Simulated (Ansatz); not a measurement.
Ligand exchange: BH3 + C2H4I2 → BH2I + C2H5I

Species: BH3 (borane) `B`, singlet; C2H4I2 (1,2-diiodoethane) `ICCI`, singlet; BH2I `BI`, singlet; C2H5I (iodoethane) `CCI`, singlet. The partners trade H for I: B–H and C–I bonds give way to B–I and C–H.

Shapes, held fixed at every level: PBE0-D4/def2-TZVP. Flexible molecules stand in one conformer, not always the lowest. Programs: Ansatz 0.2.0. The zero-point and thermal change to 298 K, harmonic and unscaled (PBE0-D4/def2-TZVP), is +6.7 kJ/mol.

```
                level                    kind  ΔH(298 K) (kJ/mol)  less CCSD(T)/def2-TZVPP  CPU time (sum over the molecules)
     SPW92/def2-TZVPP                     LDA              -125.3                    -13.3                              7.9 s
  B3LYP-D4/def2-TZVPP           global hybrid              -108.1                     +3.9                               23 s
r2SCAN0-D4/def2-TZVPP           global hybrid              -119.1                     -7.1                               27 s
   wB97X-V/def2-TZVPP  range-separated hybrid              -112.4                     -0.4                               43 s
    B2PLYP/def2-TZVPP           double hybrid              -113.0                     -1.0                               32 s
       MP2/def2-TZVPP     perturbation theory              -109.8                     +2.2                                  –
     CCSD(T)/def2-SVP   coupled cluster or CI              -124.7                    -12.7                               21 s
   CCSD(T)/def2-TZVPP   coupled cluster or CI              -112.0                      0.0                            4.3 min
```

The highest level, CCSD(T)/def2-TZVPP, gives ΔH(298 K) = -112.0 kJ/mol; the levels span -125.3 to -108.1. The column of differences is taken from that level and isn't an error. No measured value is set beside it here. For atoms past krypton def2 sets carry core potentials with scalar relativity. Correlated rows may include outer-core shells of I, which these sets cover unevenly. Times are processor times on shared x86 and Arm servers, and rough.

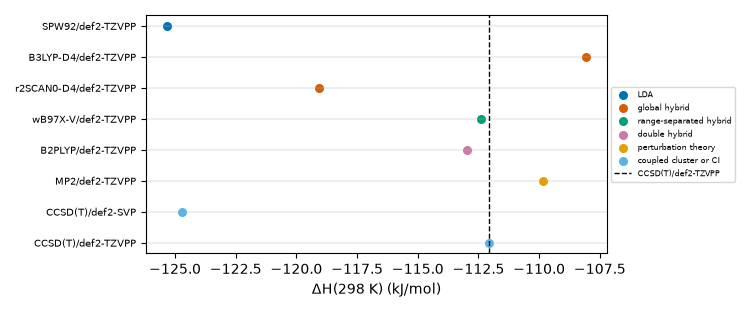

The values of the table, level by level.
